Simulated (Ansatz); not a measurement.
**Geometry relaxation of WH$_{7}$ClO (part 1 of 2)**

System: WH$_{7}$ClO.
Method: RKS PBE/def2-SVP (Ansatz 0.2.0).

It belongs to a series of runs on one base structure; here: end point B relaxed.

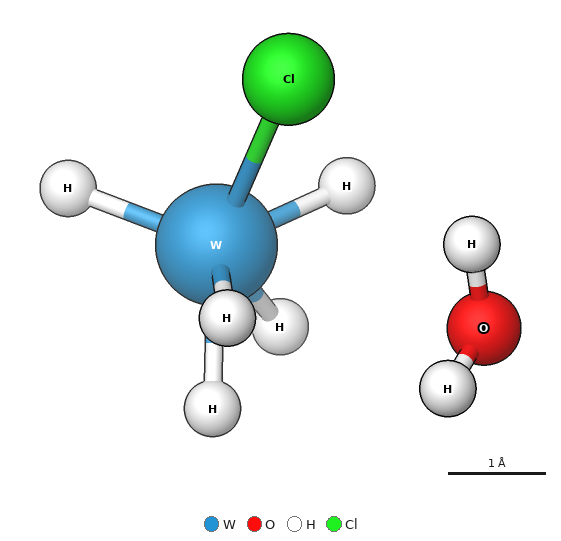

*The starting structure (ball-and-stick view, seen at a tilt). Sticks mark near contacts.*

Bond lengths as drawn: Cl–W 2.38 Å, H–O 0.98 to 0.99 Å and H–W 1.67 to 1.73 Å.

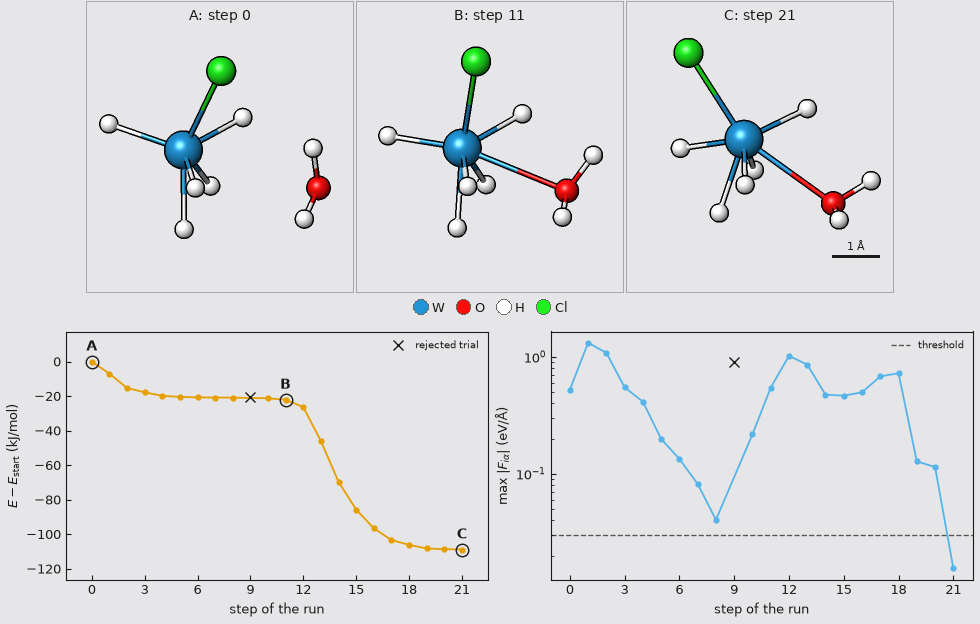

*Frames of the relaxation (ball-and-stick view, seen at a tilt) above the curves, on which the letters mark them (the first geometry is step 0 here and step 1 in the log).*

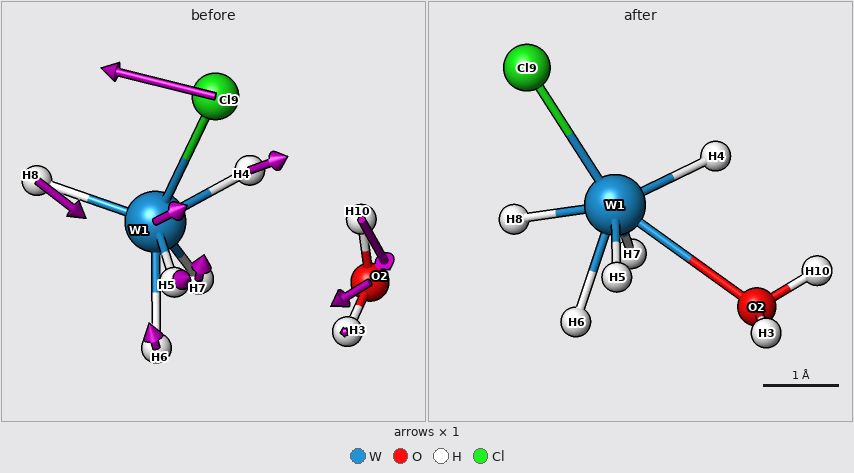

*Before (left) and after (right) the relaxation, at one scale (ball-and-stick view, seen at a tilt). The pink arrows give the displacements, at true length.*

After 21 geometry steps the energy has fallen by 108.8 kJ/mol. Largest force component: 0.52 eV/Å at the start, 0.016 eV/Å at the end. The line search rejected the trial step at point 9 (counted from 0) and went back. The atom that moves furthest after the best rigid fit is Cl9 (1.65 Å). By element the largest moves are Cl 1.65 Å, H 1.29 Å, O 0.69 Å, W 0.67 Å. Distances before and after: W1–O2 3.126 → 2.357 Å, W1–Cl9 2.379 → 2.290 Å, W1–H8 1.727 → 1.672 Å, W1–H4 1.671 → 1.714 Å. New bonds form: W1–O2 (3.13 → 2.36 Å). Among the angles that change: H6–W1–H8 109.0° → 62.7°, H7–W1–H8 107.1° → 62.7°, H4–W1–Cl9 75.8° → 103.6°. (Atoms are counted from 1 in the order of the input.)

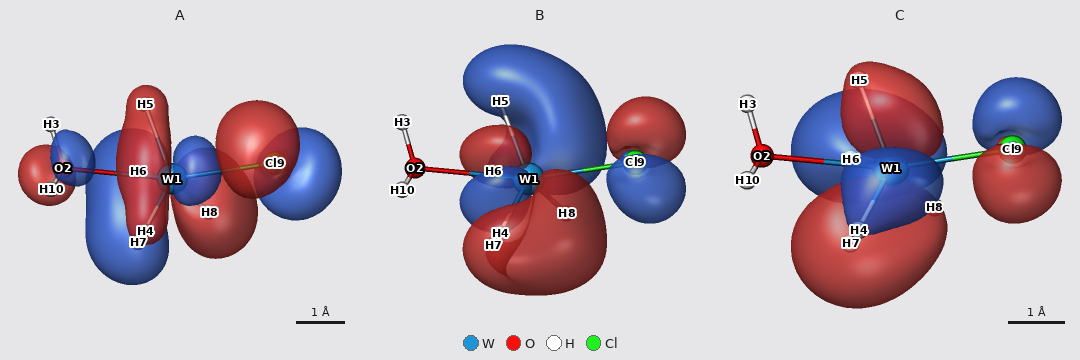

*Three frontier orbitals at ±0.08 Å⁻³ᐟ² (blue and red are the two phases).*

C is the HOMO−1 (−6.67 eV). It lies mainly on W1 (50 %), H6 (15 %), H7 (15 %) and Cl9 (10 %). A is the HOMO (−6.32 eV). It lies mainly on W1 (35 %), Cl9 (20 %), H8 (15 %), H6 (10 %) and H7 (10 %). B is the LUMO (−2.67 eV). It lies mainly on W1 (60 %) and Cl9 (15 %). The HOMO–LUMO gap is 3.65 eV between the orbital energies.

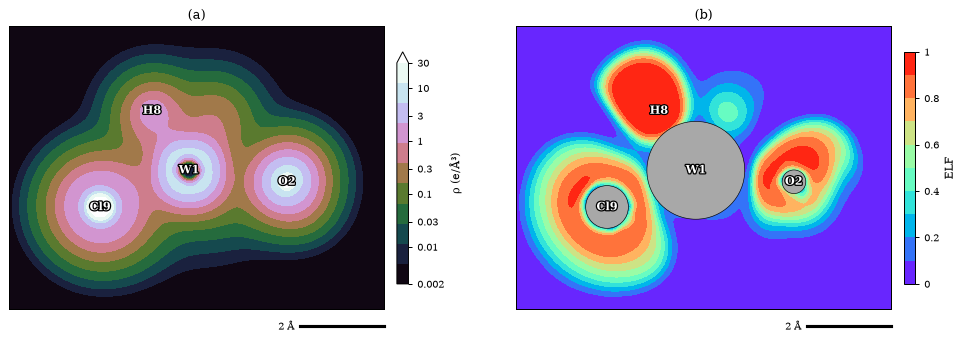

*(a) electron density; (b) electron localisation function on the plane of atoms O2, W1 and H8. Grey discs, where drawn, cover atomic cores.*

W–H (1.67 Å): ρ is about 1.6 e/Å³ halfway, with its minimum of 0.97 e/Å³ about 1.1 Å from W; the ELF climbs to about 1 towards the hydrogen, as it does in any bond to H.

These pictures come from the run below.

Input:
```yaml
crystal:
  periodic: [false, false, false]
  atoms:
    - { symbol: W, position_ang: [0.217738, 0.205082, -0.461388] }
    - { symbol: O, position_ang: [0.146039, 0.014697, 2.65827] }
    - { symbol: H, position_ang: [-0.698816, 0.498472, 2.74072] }
    - { symbol: H, position_ang: [1.415249, -0.696655, 0.277005] }
    - { symbol: H, position_ang: [-0.761634, 1.230448, 0.429261] }
    - { symbol: H, position_ang: [-1.35693, -0.316999, -0.080189] }
    - { symbol: H, position_ang: [-0.040844, -1.456785, -0.215813] }
    - { symbol: H, position_ang: [0.329631, 0.454343, -2.166189] }
    - { symbol: Cl, position_ang: [1.730479, 1.832083, 0.390665] }
    - { symbol: H, position_ang: [0.796589, 0.753115, 2.529159] }
basis:
  gaussian: { orbitals: def2-SVP }
hamiltonian:
  xc: pbe
relax:
  f_tol: 0.03
  max_steps: 50
output:
  orbitals: {}
```

Run as:
```bash
ansatz run input.yaml --threads 2 --pin off --max-ram 3072MiB --backend cpu --events-out ev --progress --plain --runs-dir out
```

Log:
```
The last accepted step is kept in [file] (removed where the run ends without a failure and the disk answers)
Engine: ansatz 0.2.0, aarch64-unknown-linux-gnu
Functional definition: PBE
  parameter kappa = 0.804
  parameter beta = 0.06672455060314922
  exchange = pbe_x(kappa = kappa, mu = beta*pi^2/3)
  correlation = pbe_c(beta = beta)
1051 factors; their error is unknown
mean field evaluation 1: about -16490.5551 eV, gradient 5.2e1 eV
mean field evaluation 2: about -16415.1276 eV, gradient 1.5e2 eV
mean field evaluation 4: about -16493.6886 eV, gradient 3.0e1 eV
mean field evaluation 8: about -16495.8982 eV, gradient 3.3e-1 eV
mean field evaluation 16: about -16495.8487 eV, gradient 1.6e-3 eV
mean field -16495.84866217 eV, -606.2112570469 hartree, gradient 2.9e-5 eV, S^2 0.000000; 0 other end points of the search recorded, 0 dependent functions left out
the calculation of the forces begins
reference -16495.84872420 eV, -606.2112593267 hartree; 23, 23 occupied and 76, 76 virtual orbitals, 1051 factors
relax step   1: F+E_penalty+E_count = -16495.84866217 eV  Δ(F+E_penalty+E_count) = +0.000e0 eV  max|allowed force component| = 5.234e-1 eV/Å  Δτ_max = 0.0000 Å  (31 SCF iters, accepted)
these checks for a lower state are left out or cut short: starts, cluster_reference, orbital_swaps, neighbouring_geometries, increment
1051 factors; their error is unknown
mean field -16495.92109017 eV, -606.2139187268 hartree, gradient 2.4e-5 eV, S^2 0.000000; 0 other end points of the search recorded, 0 dependent functions left out
[... from here on the field's lines of each further geometry are left out, up to the last ...]
relax step   2: F+E_penalty+E_count = -16495.92109017 eV  Δ(F+E_penalty+E_count) = -7.243e-2 eV  max|allowed force component| = 1.320e0 eV/Å  Δτ_max = 0.1954 Å  (38 SCF iters, accepted)
relax step   3: F+E_penalty+E_count = -16496.00750014 eV  Δ(F+E_penalty+E_count) = -8.641e-2 eV  max|allowed force component| = 1.084e0 eV/Å  Δτ_max = 0.1951 Å  (32 SCF iters, accepted)
relax step   4: F+E_penalty+E_count = -16496.03318371 eV  Δ(F+E_penalty+E_count) = -2.568e-2 eV  max|allowed force component| = 5.492e-1 eV/Å  Δτ_max = 0.1946 Å  (30 SCF iters, accepted)
relax step   5: F+E_penalty+E_count = -16496.05421418 eV  Δ(F+E_penalty+E_count) = -2.103e-2 eV  max|allowed force component| = 4.137e-1 eV/Å  Δτ_max = 0.0833 Å  (31 SCF iters, accepted)
relax step   6: F+E_penalty+E_count = -16496.06079178 eV  Δ(F+E_penalty+E_count) = -6.578e-3 eV  max|allowed force component| = 1.987e-1 eV/Å  Δτ_max = 0.0648 Å  (31 SCF iters, accepted)
relax step   7: F+E_penalty+E_count = -16496.06355831 eV  Δ(F+E_penalty+E_count) = -2.767e-3 eV  max|allowed force component| = 1.340e-1 eV/Å  Δτ_max = 0.0485 Å  (32 SCF iters, accepted)
relax step   8: F+E_penalty+E_count = -16496.06432433 eV  Δ(F+E_penalty+E_count) = -7.660e-4 eV  max|allowed force component| = 8.194e-2 eV/Å  Δτ_max = 0.0230 Å  (32 SCF iters, accepted)
relax step   9: F+E_penalty+E_count = -16496.06525685 eV  Δ(F+E_penalty+E_count) = -9.325e-4 eV  max|allowed force component| = 4.044e-2 eV/Å  Δτ_max = 0.0380 Å  (32 SCF iters, accepted)
relax step  10: F+E_penalty+E_count = -16496.06285047 eV  Δ(F+E_penalty+E_count) = +2.406e-3 eV  max|allowed force component| = 8.956e-1 eV/Å  Δτ_max = 0.1954 Å  (37 SCF iters, rejected (line search))
relax step  11: F+E_penalty+E_count = -16496.06880104 eV  Δ(F+E_penalty+E_count) = -3.544e-3 eV  max|allowed force component| = 2.175e-1 eV/Å  Δτ_max = 0.0977 Å  (31 SCF iters, accepted)
relax step  12: F+E_penalty+E_count = -16496.07801589 eV  Δ(F+E_penalty+E_count) = -9.215e-3 eV  max|allowed force component| = 5.456e-1 eV/Å  Δτ_max = 0.0980 Å  (32 SCF iters, accepted)
relax step  13: F+E_penalty+E_count = -16496.12171680 eV  Δ(F+E_penalty+E_count) = -4.370e-2 eV  max|allowed force component| = 1.020e0 eV/Å  Δτ_max = 0.1442 Å  (38 SCF iters, accepted)
relax step  14: F+E_penalty+E_count = -16496.32579420 eV  Δ(F+E_penalty+E_count) = -2.041e-1 eV  max|allowed force component| = 8.590e-1 eV/Å  Δτ_max = 0.1951 Å  (35 SCF iters, accepted)
relax step  15: F+E_penalty+E_count = -16496.56998124 eV  Δ(F+E_penalty+E_count) = -2.442e-1 eV  max|allowed force component| = 4.745e-1 eV/Å  Δτ_max = 0.1943 Å  (36 SCF iters, accepted)
relax step  16: F+E_penalty+E_count = -16496.73661888 eV  Δ(F+E_penalty+E_count) = -1.666e-1 eV  max|allowed force component| = 4.661e-1 eV/Å  Δτ_max = 0.1982 Å  (36 SCF iters, accepted)
relax step  17: F+E_penalty+E_count = -16496.84907109 eV  Δ(F+E_penalty+E_count) = -1.125e-1 eV  max|allowed force component| = 4.976e-1 eV/Å  Δτ_max = 0.1963 Å  (36 SCF iters, accepted)
relax step  18: F+E_penalty+E_count = -16496.91953985 eV  Δ(F+E_penalty+E_count) = -7.047e-2 eV  max|allowed force component| = 6.810e-1 eV/Å  Δτ_max = 0.1985 Å  (35 SCF iters, accepted)
relax step  19: F+E_penalty+E_count = -16496.94885253 eV  Δ(F+E_penalty+E_count) = -2.931e-2 eV  max|allowed force component| = 7.244e-1 eV/Å  Δτ_max = 0.1928 Å  (37 SCF iters, accepted)
relax step  20: F+E_penalty+E_count = -16496.97043970 eV  Δ(F+E_penalty+E_count) = -2.159e-2 eV  max|allowed force component| = 1.277e-1 eV/Å  Δτ_max = 0.1155 Å  (31 SCF iters, accepted)
relax step  21: F+E_penalty+E_count = -16496.97442814 eV  Δ(F+E_penalty+E_count) = -3.988e-3 eV  max|allowed force component| = 1.144e-1 eV/Å  Δτ_max = 0.0491 Å  (31 SCF iters, accepted)
the calculation of the forces begins
reference -16496.97678448 eV, -606.2527147772 hartree; 23, 23 occupied and 76, 76 virtual orbitals, 1051 factors
relax step  22: F+E_penalty+E_count = -16496.97672197 eV  Δ(F+E_penalty+E_count) = -2.294e-3 eV  max|allowed force component| = 1.556e-2 eV/Å  Δτ_max = 0.0233 Å  (31 SCF iters, accepted)
1051 factors; their error is unknown
mean field evaluation 192: about -16496.9767 eV, gradient 9.4e-3 eV
mean field -16496.97672197 eV, -606.2527124801 hartree, gradient 2.1e-5 eV, S^2 0.000000; 1 other end points of the search recorded, 0 dependent functions left out
the calculation of the forces begins
reference -16496.97678448 eV, -606.2527147772 hartree; 23, 23 occupied and 76, 76 virtual orbitals, 1051 factors
Total energy: -16496.97678448 eV, -606.2527147772 hartree
Atom 0 at     0.473245     0.590874     0.054792 Å, force     0.013380     0.015560    -0.002945 eV/Å
Atom 1 at    -0.289703    -0.249173     2.120521 Å, force    -0.004225    -0.005088    -0.009974 eV/Å
Atom 2 at    -0.784733     0.424594     2.622191 Å, force    -0.003514     0.005951     0.004348 eV/Å
Atom 3 at     1.657573    -0.333292     0.880259 Å, force     0.002488    -0.002970    -0.005146 eV/Å
Atom 4 at    -0.744442     1.565869     0.765184 Å, force    -0.004658     0.001197    -0.005485 eV/Å
Atom 5 at    -1.081395    -0.003183    -0.220004 Å, force    -0.014626    -0.004810     0.000572 eV/Å
Atom 6 at     0.269212    -1.070227    -0.155694 Å, force    -0.001647    -0.015507     0.001050 eV/Å
Atom 7 at     0.119156     0.049668    -1.487481 Å, force    -0.001407    -0.000817     0.014463 eV/Å
Atom 8 at     1.710088     2.083562    -1.165064 Å, force     0.007538     0.008710    -0.000418 eV/Å
Atom 9 at     0.448499    -0.540891     2.686795 Å, force     0.006671    -0.002225     0.003533 eV/Å
Dipole moment:    -0.052642    -0.001917     1.028638 e Å
```

Trajectory as extended XYZ (Å, eV, eV/Å), 22 frames, from step=1 to step=22:
```
10
Properties=species:S:1:pos:R:3:forces:R:3 step=1 energy=-16495.84866
W     0.2177    0.2051   -0.4614    0.1689   0.1809   0.5234
O     0.1460    0.0147    2.6583    0.3434   0.4246  -0.4900
H    -0.6988    0.4985    2.7407   -0.0044  -0.0066   0.0050
H     1.4152   -0.6967    0.2770   -0.0009  -0.0046   0.0093
H    -0.7616    1.2304    0.4293   -0.0039   0.0053   0.0041
H    -1.3569   -0.3170   -0.0802    0.0025  -0.0006  -0.0015
H    -0.0408   -1.4568   -0.2158    0.0018  -0.0068   0.0013
H     0.3296    0.4543   -2.1662    0.0063   0.0007  -0.0053
Cl    1.7305    1.8321    0.3907   -0.1785  -0.1833  -0.1318
H     0.7966    0.7531    2.5292   -0.3351  -0.4096   0.0855
10
Properties=species:S:1:pos:R:3:forces:R:3 step=2 energy=-16495.92109
W     0.2209    0.2077   -0.4064   -0.0029   0.0928   0.0354
O     0.1343    0.0117    2.4633   -0.0614   1.3200   0.0853
H    -0.6890    0.5004    2.7409    0.5441  -0.5698  -0.3253
H     1.4234   -0.7037    0.3039    0.0066  -0.0236   0.1282
H    -0.7700    1.2399    0.4560   -0.0265   0.0136   0.0674
H    -1.3596   -0.3185   -0.0629   -0.0564  -0.0207   0.0513
H    -0.0396   -1.4591   -0.1984   -0.0159  -0.0470   0.0496
H     0.3308    0.4510   -2.1236   -0.0013  -0.0309   0.0995
Cl    1.7251    1.8293    0.3932    0.0923   0.1105  -0.0201
H     0.8012    0.7591    2.5355   -0.4786  -0.8450  -0.1712
10
Properties=species:S:1:pos:R:3:forces:R:3 step=3 energy=-16496.00750
W     0.2209    0.2248   -0.3389    0.0229   0.0210   0.2807
O     0.1215    0.0001    2.2690    0.1150   1.0838   0.5038
H    -0.6900    0.4571    2.6124    0.3747  -0.4570  -0.3541
H     1.4118   -0.6891    0.3969    0.0282   0.0221  -0.0318
H    -0.7769    1.2555    0.5201   -0.0310   0.1012  -0.1168
H    -1.3626   -0.3088    0.0020   -0.0384   0.0026   0.0251
H    -0.0419   -1.4461   -0.1283   -0.0070  -0.0041   0.0209
H     0.3332    0.4422   -2.0545   -0.0218  -0.0418  -0.0611
Cl    1.7530    1.8746    0.3676    0.0230   0.0485  -0.0042
H     0.8086    0.7076    2.4552   -0.4655  -0.7763  -0.2626
10
Properties=species:S:1:pos:R:3:forces:R:3 step=4 energy=-16496.03318
W     0.2187    0.2458   -0.2792    0.2004  -0.0650  -0.2806
O     0.1445   -0.0583    2.2158   -0.4819   0.5492   0.1807
H    -0.6963    0.4178    2.4219    0.3164  -0.3398  -0.0074
H     1.4247   -0.6608    0.4438    0.0128   0.0655  -0.0092
H    -0.7927    1.3245    0.5076    0.0287   0.0249   0.1358
H    -1.3670   -0.2868    0.0706   -0.0019   0.0034   0.0125
H    -0.0474   -1.4244   -0.0498    0.0007   0.0169  -0.0028
H     0.3161    0.4039   -2.0065   -0.0624  -0.0456  -0.0506
Cl    1.7623    1.9223    0.3579   -0.0411  -0.0341   0.0084
H     0.8145    0.6338    2.4193    0.0284  -0.1755   0.0131
```
